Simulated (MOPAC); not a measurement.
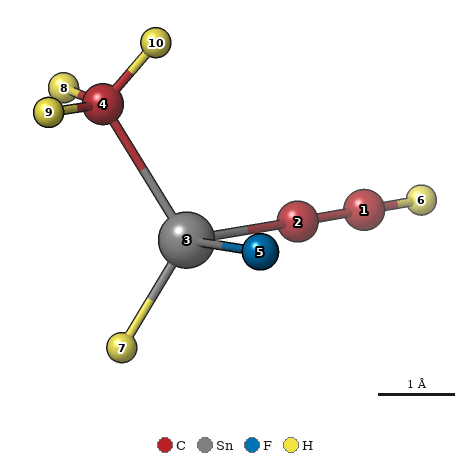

The input geometry (ball-and-stick view, seen at a tilt; atoms are numbered from 1 in the order of the input). Sticks mark near contacts.

**Run report: C$_{3}$H$_{5}$FSn, frequency calculation (part 1 of 3)**

C$_{3}$H$_{5}$FSn, SMILES C#[C][SnH]([CH3])[F], computed with PM6-D3H4, closed shell, dispersion D3H4 (MOPAC 23.2.5).

The geometry was optimised with PM6-D3H4.

Input file (mol.mop):
```
FORCE THERMO PM6-D3H4 AUX(PRECISION=6) T=10M THREADS=1
C3H5FSn
C#[C][SnH]([CH3])[F]
C 0.336685 1 2.460653 1 -1.313364 1
C 0.082304 1 1.320674 1 -1.031384 1
Sn -0.311982 1 -0.623243 1 -0.553953 1
C -0.031644 1 -0.928246 1 1.538272 1
F 1.189369 1 -1.637595 1 -1.391536 1
H 0.553251 1 3.442662 1 -1.557721 1
H -1.708714 1 -1.236924 1 -1.250053 1
H -0.773652 1 -0.339129 1 2.098606 1
H -0.138993 1 -2.001668 1 1.765415 1
H 0.988628 1 -0.598776 1 1.805278 1
```

Run on 1 thread of Intel Xeon (Sapphire Rapids), 64 GiB of memory available, shared host.

Launched with:
```bash
mopac mol.mop
```

Log:
```
MOPAC v23.2.5
PM6-D3H4 CALCULATION RESULTS

 *  PM6-D3H4   - CORRECT DISPERSION AND HYDROGEN BOND TERMS USING THE D3H4 METHOD
 *  FORCE      - FORCE CALCULATION SPECIFIED
 *  THREADS=1  - MULTI-THREADING NOT USED
 *  AUX        - OUTPUT AUXILIARY INFORMATION
 *  THERMO     - THERMODYNAMIC QUANTITIES TO BE CALCULATED
FORCE THERMO PM6-D3H4 AUX(PRECISION=6) T=10M THREADS=1
 C3H5FSn
 C#[C][SnH]([CH3])[F]
   ATOM   CHEMICAL          X               Y               Z
  NUMBER   SYMBOL      (ANGSTROMS)     (ANGSTROMS)     (ANGSTROMS)

     1       C          0.33668500  *   2.46065300  *  -1.31336400  *
     2       C          0.08230400  *   1.32067400  *  -1.03138400  *
     3      Sn         -0.31198200  *  -0.62324300  *  -0.55395300  *
     4       C         -0.03164400  *  -0.92824600  *   1.53827200  *
     5       F          1.18936900  *  -1.63759500  *  -1.39153600  *
     6       H          0.55325100  *   3.44266200  *  -1.55772100  *
     7       H         -1.70871400  *  -1.23692400  *  -1.25005300  *
     8       H         -0.77365200  *  -0.33912900  *   2.09860600  *
     9       H         -0.13899300  *  -2.00166800  *   1.76541500  *
    10       H          0.98862800  *  -0.59877600  *   1.80527800  *

          CARTESIAN COORDINATES

    NO.       ATOM           X           Y           Z

     1         C          0.3367      2.4607     -1.3134
     2         C          0.0823      1.3207     -1.0314
     3        Sn         -0.3120     -0.6232     -0.5540
     4         C         -0.0316     -0.9282      1.5383
     5         F          1.1894     -1.6376     -1.3915
     6         H          0.5533      3.4427     -1.5577
     7         H         -1.7087     -1.2369     -1.2501
     8         H         -0.7737     -0.3391      2.0986
     9         H         -0.1390     -2.0017      1.7654
    10         H          0.9886     -0.5988      1.8053

           Empirical Formula: C3 H5 Sn F  =    10 atoms

      MOLECULAR POINT GROUP   :   C1

      RHF CALCULATION, NO. OF DOUBLY OCCUPIED LEVELS = 14

          HEAT OF FORMATION =      10.854427 KCALS/MOLE

          CARTESIAN COORDINATE DERIVATIVES

   NUMBER  ATOM         X            Y            Z

     1       C      0.007075    -0.023147     0.032594
     2       C     -0.001460     0.020008    -0.023890
     3      Sn      0.003555     0.000722    -0.014767
     4       C      0.001027     0.003814    -0.000327
     5       F      0.011934    -0.018222    -0.003183
     6       H      0.001346     0.006549    -0.009709
     7       H     -0.015379     0.014855     0.015079
     8       H      0.006372    -0.022553    -0.003819
     9       H     -0.001407     0.008362    -0.003894
    10       H     -0.013062     0.009612     0.011916

 DIPOLE           X         Y         Z       TOTAL
 POINT-CHG.     0.344    -4.334     1.233     4.519
 HYBRID        -0.751     0.795     0.262     1.125
 SUM           -0.407    -3.539     1.495     3.863

          GRADIENT NORM =   0.07233

          MOLECULAR WEIGHT =  178.76

          ROTATIONAL CONSTANTS IN CM(-1)

          A =    0.13325380   B =    0.07114253   C =    0.05695877

           PRINCIPAL MOMENTS OF INERTIA IN UNITS OF 10**(-40)*GRAM-CM**2

          A =      210.0709   B =      393.4742   C =      491.4564

          ORIENTATION OF MOLECULE IN FORCE CALCULATION

    NO.       ATOM         X         Y         Z

     1          C      -2.9767   -0.2329   -0.0707
     2          C      -1.7751   -0.2329   -0.0707
     3         Sn       0.2647   -0.1943   -0.0707
     4          C       0.9857    0.0791    1.9179
     5          F       0.7126    1.5235   -0.9833
     6          H      -4.0116   -0.2353   -0.0723
     7          H       0.9792   -1.3934   -1.0000
     8          H       0.7153   -0.7944    2.5306
     9          H       2.0801    0.2091    1.8917
    10          H       0.5197    0.9896    2.3358

    FIRST DERIVATIVES WILL BE USED IN THE CALCULATION OF SECOND DERIVATIVES

          ESTIMATED TIME TO COMPLETE CALCULATION =        0.94 SECONDS

    FOR POINT-GROUP C1   THERE ARE   1 UNIQUE SYMMETRY FUNCTIONS.

 STEP:   1 TIME =     0.01 SECS, INTEGRAL =      0.01 TIME LEFT:    599.98
 STEP:   2 TIME =     0.00 SECS, INTEGRAL =      0.01 TIME LEFT:    599.98
 STEP:   3 TIME =     0.00 SECS, INTEGRAL =      0.01 TIME LEFT:    599.98
 STEP:   4 TIME =     0.00 SECS, INTEGRAL =      0.01 TIME LEFT:    599.98
 STEP:   5 TIME =     0.01 SECS, INTEGRAL =      0.02 TIME LEFT:    599.97
 STEP:   6 TIME =     0.01 SECS, INTEGRAL =      0.02 TIME LEFT:    599.96
 STEP:   7 TIME =     0.01 SECS, INTEGRAL =      0.03 TIME LEFT:    599.95
 STEP:   8 TIME =     0.00 SECS, INTEGRAL =      0.03 TIME LEFT:    599.95
 STEP:   9 TIME =     0.00 SECS, INTEGRAL =      0.03 TIME LEFT:    599.95
 STEP:  10 TIME =     0.01 SECS, INTEGRAL =      0.04 TIME LEFT:    599.95
 STEP:  11 TIME =     0.01 SECS, INTEGRAL =      0.05 TIME LEFT:    599.94
 STEP:  12 TIME =     0.00 SECS, INTEGRAL =      0.05 TIME LEFT:    599.94
 STEP:  13 TIME =     0.00 SECS, INTEGRAL =      0.05 TIME LEFT:    599.94
 STEP:  14 TIME =     0.01 SECS, INTEGRAL =      0.05 TIME LEFT:    599.93
 STEP:  15 TIME =     0.01 SECS, INTEGRAL =      0.06 TIME LEFT:    599.92
 STEP:  16 TIME =     0.00 SECS, INTEGRAL =      0.06 TIME LEFT:    599.92
 STEP:  17 TIME =     0.01 SECS, INTEGRAL =      0.07 TIME LEFT:    599.91
 STEP:  18 TIME =     0.00 SECS, INTEGRAL =      0.07 TIME LEFT:    599.91
 STEP:  19 TIME =     0.01 SECS, INTEGRAL =      0.08 TIME LEFT:    599.91
 STEP:  20 TIME =     0.00 SECS, INTEGRAL =      0.08 TIME LEFT:    599.91
 STEP:  21 TIME =     0.01 SECS, INTEGRAL =      0.09 TIME LEFT:    599.90
 STEP:  22 TIME =     0.00 SECS, INTEGRAL =      0.09 TIME LEFT:    599.90
 STEP:  23 TIME =     0.00 SECS, INTEGRAL =      0.09 TIME LEFT:    599.90
 STEP:  24 TIME =     0.01 SECS, INTEGRAL =      0.09 TIME LEFT:    599.89
 STEP:  25 TIME =     0.01 SECS, INTEGRAL =      0.10 TIME LEFT:    599.88
 STEP:  26 TIME =     0.00 SECS, INTEGRAL =      0.10 TIME LEFT:    599.88
 STEP:  27 TIME =     0.01 SECS, INTEGRAL =      0.11 TIME LEFT:    599.88
 STEP:  28 TIME =     0.01 SECS, INTEGRAL =      0.12 TIME LEFT:    599.87
 STEP:  29 TIME =     0.01 SECS, INTEGRAL =      0.12 TIME LEFT:    599.86
 STEP:  30 TIME =     0.01 SECS, INTEGRAL =      0.13 TIME LEFT:    599.85

(To convert to Hartree/Bohr^2, multiply by (10^(-21) x N x a0^2)/(4.184 x 627.51) =  0.0642)

           FORCE MATRIX IN MILLIDYNES/ANGSTROM

                  C  1       C  2      Sn  3       C  4       F  5       H  6
 ------------------------------------------------------------------------------
     C    1  23.593380
     C    2  19.340605  22.173218
    Sn    3   0.322098   2.210900   8.307000
     C    4   0.016668   0.191699   1.838927   9.469708
     F    5   0.011580   0.169221   3.139283   0.160792   3.369294
     H    6   3.956586   0.544966   0.116860   0.020042   0.015301   4.435961
     H    7   0.012874   0.148927   3.719199   0.124101   0.134898   0.010684
     H    8   0.004711   0.024026   0.442871   3.527195   0.022589   0.003359
     H    9   0.003543   0.027295   0.452787   3.527165   0.022726   0.002730
     H   10   0.005711   0.026854   0.464426   3.521118   0.025727   0.003788

                  H  7       H  8       H  9       H 10
 ------------------------------------------------------
     H    7   3.795399
     H    8   0.017359   4.318959
     H    9   0.016499   0.580575   4.315829
     H   10   0.025427   0.583137   0.585252   4.307414

          HEAT OF FORMATION =      10.854427 KCALS/MOLE

          ZERO POINT ENERGY      38.935 KCAL/MOL

         NOTE: SYSTEM IS NOT A GROUND STATE, THEREFORE ZERO POINT
         ENERGY IS NOT MEANINGFULL. ZERO POINT ENERGY PRINTED
         DOES NOT INCLUDE THE  1 IMAGINARY FREQUENCIES

           NORMAL COORDINATE ANALYSIS (Total motion = 1 Angstrom)

   Root No.       1         2         3         4         5         6         7         8

                 1 A       2 A       3 A       4 A       5 A       6 A       7 A       8 A

                 -45.3     105.5     124.4     150.4     325.4     335.2     462.4     552.2

           1   -0.0012   -0.0015   -0.0218   -0.0076   -0.0006    0.0000    0.2485    0.0011
           2    0.0102   -0.0558   -0.0875    0.0163   -0.0679    0.0389   -0.0031    0.0040
           3   -0.0012    0.1103   -0.0415    0.0151   -0.0366   -0.0748   -0.0023   -0.0033
           4   -0.0012   -0.0015   -0.0218   -0.0075   -0.0008    0.0001    0.2337    0.0009
           5    0.0067   -0.0076    0.0016   -0.0127    0.1880   -0.1188    0.0221   -0.0199
           6   -0.0007    0.0164    0.0008   -0.0088    0.0977    0.2204    0.0129    0.0148
           7   -0.0010   -0.0007   -0.0220   -0.0075    0.0094   -0.0006   -0.0499    0.0036
           8   -0.0010    0.0096    0.0156   -0.0240   -0.0119    0.0054   -0.0003    0.0142
           9    0.0009   -0.0171    0.0088   -0.0142   -0.0068   -0.0104    0.0004   -0.0134
          10    0.0003   -0.1073    0.0913    0.0191   -0.0250   -0.0265   -0.0136    0.0042
          11    0.0017   -0.0063   -0.0159    0.1297    0.0109    0.0020   -0.0034   -0.0012
          12    0.0002    0.0244   -0.0285   -0.0449   -0.0000   -0.0042   -0.0203    0.0027
          13    0.0078    0.0947    0.0940    0.0408   -0.0263    0.0297   -0.0013   -0.0225
          14   -0.0064   -0.0094   -0.0207    0.0376    0.0046    0.0044   -0.0078   -0.0500
          15   -0.0048   -0.0036   -0.0019    0.1215    0.0125   -0.0046    0.0049    0.0474
          16   -0.0012   -0.0015   -0.0218   -0.0078    0.0005   -0.0001    0.2512    0.0014
          17    0.0133   -0.0932   -0.1545    0.0387   -0.2361    0.1440   -0.0222    0.0149
          18   -0.0016    0.1821   -0.0728    0.0334   -0.1241   -0.2696   -0.0108   -0.0096
          19   -0.0051    0.0045   -0.0803   -0.0010   -0.1659   -0.0423    0.0756   -0.0927
          20   -0.0073   -0.0019   -0.0150   -0.0105   -0.0804    0.0589    0.0303   -0.4466
          21    0.0060    0.0022    0.0014   -0.0247   -0.0501   -0.1106    0.0567    0.5096
          22    0.2761   -0.1418    0.1138    0.0618   -0.0392   -0.0491    0.0023   -0.0160
          23   -0.1363   -0.0144   -0.0164    0.1797    0.0224   -0.0020   -0.0027   -0.0381
          24   -0.0757   -0.0020   -0.0197    0.0415    0.0099   -0.0182   -0.0144   -0.0563
          25   -0.0363   -0.1069    0.0937    0.0144   -0.0278   -0.0282   -0.0137    0.0057
          26    0.3116   -0.0009   -0.0408    0.1666    0.0300    0.0098   -0.0089   -0.0307
          27   -0.0384    0.0930   -0.1010   -0.0843    0.0438    0.0405   -0.0537    0.0094
          28   -0.2340   -0.1383    0.1423    0.0014   -0.0604   -0.0526    0.0047    0.0260
          29   -0.1708   -0.0139   -0.0091    0.1570    0.0140   -0.0042   -0.0013   -0.0221
          30    0.1131    0.0064    0.0115   -0.1205   -0.0401   -0.0173   -0.0085    0.0593

   Root No.       9        10        11        12        13        14        15        16

                 9 A      10 A      11 A      12 A      13 A      14 A      15 A      16 A

                 583.8     595.7     597.8     826.7     833.4     868.7     872.1    1317.5

           1   -0.0116   -0.0134   -0.0019    0.0001   -0.0007    0.0003    0.0006    0.0004
           2   -0.0039   -0.0030    0.0003    0.0018    0.0016   -0.0591   -0.0999    0.0000
           3   -0.0046   -0.0022    0.0008   -0.0014    0.0016   -0.1002    0.0590   -0.0001
           4   -0.0103   -0.0121   -0.0017    0.0001   -0.0005    0.0001    0.0002    0.0001
           5    0.0235    0.0244   -0.0089   -0.0039   -0.0020    0.0216    0.0369   -0.0001
           6    0.0274    0.0192    0.0030    0.0039   -0.0044    0.0367   -0.0219    0.0001
           7   -0.0083    0.0044    0.0015    0.0019   -0.0036   -0.0001   -0.0001   -0.0004
           8   -0.0109    0.0062   -0.0155    0.0037    0.0021    0.0004    0.0007   -0.0002
           9   -0.0115    0.0066    0.0213   -0.0013    0.0008    0.0006   -0.0004   -0.0010
          10    0.0343   -0.0355   -0.0425   -0.0263    0.0508    0.0018   -0.0003   -0.0196
          11    0.0094   -0.0154   -0.0209   -0.0504   -0.0310   -0.0010   -0.0022   -0.0100
          12    0.0901   -0.1041   -0.1167    0.0162   -0.0139   -0.0008    0.0007   -0.0592
          13    0.0154   -0.0076    0.0291   -0.0014    0.0011    0.0001    0.0002   -0.0000
          14    0.0491   -0.0488    0.1323   -0.0003   -0.0003   -0.0001   -0.0002   -0.0002
          15   -0.0232    0.0234   -0.0605   -0.0019   -0.0006   -0.0002    0.0001    0.0003
          16   -0.0128   -0.0139   -0.0020    0.0003   -0.0012   -0.0019   -0.0007    0.0012
          17   -0.0191   -0.0186    0.0068   -0.0068   -0.0080    0.4094    0.6885   -0.0001
          18   -0.0204   -0.0153   -0.0022    0.0038   -0.0047    0.6936   -0.4063    0.0002
          19    0.4206    0.4168   -0.0764   -0.0162    0.0498   -0.0029   -0.0015   -0.0027
          20    0.0424    0.1779   -0.2448   -0.0353   -0.0079    0.0002   -0.0049    0.0022
          21    0.2510    0.1042    0.2621    0.0350    0.0533   -0.0015    0.0057   -0.0002
          22    0.0456   -0.0150   -0.0397    0.1822   -0.0534   -0.0019    0.0058    0.1122
          23    0.0000   -0.0131   -0.0286    0.1471    0.0485    0.0009    0.0057    0.1359
          24    0.0715   -0.0844   -0.1121    0.3573    0.0505    0.0004    0.0137    0.2440
          25    0.0310   -0.0286   -0.0345   -0.0320    0.0294    0.0013   -0.0007    0.0018
          26   -0.0087   -0.0204   -0.0244    0.0360    0.0924    0.0030    0.0018    0.0541
          27    0.0349   -0.1221   -0.0977   -0.2428    0.3508    0.0130   -0.0042    0.3015
          28    0.0596   -0.0083   -0.0257   -0.0259   -0.2086   -0.0070   -0.0034    0.1607
          29    0.0036   -0.0125   -0.0223    0.0513    0.0033    0.0002    0.0013   -0.0443
          30    0.1082   -0.0687   -0.0778   -0.1827   -0.3310   -0.0118   -0.0093    0.2765

   Root No.      17        18        19        20        21        22        23        24

                17 A      18 A      19 A      20 A      21 A      22 A      23 A      24 A

                1341.1    1347.7    2321.5    2535.1    2688.3    2696.2    2871.7    2882.3
```
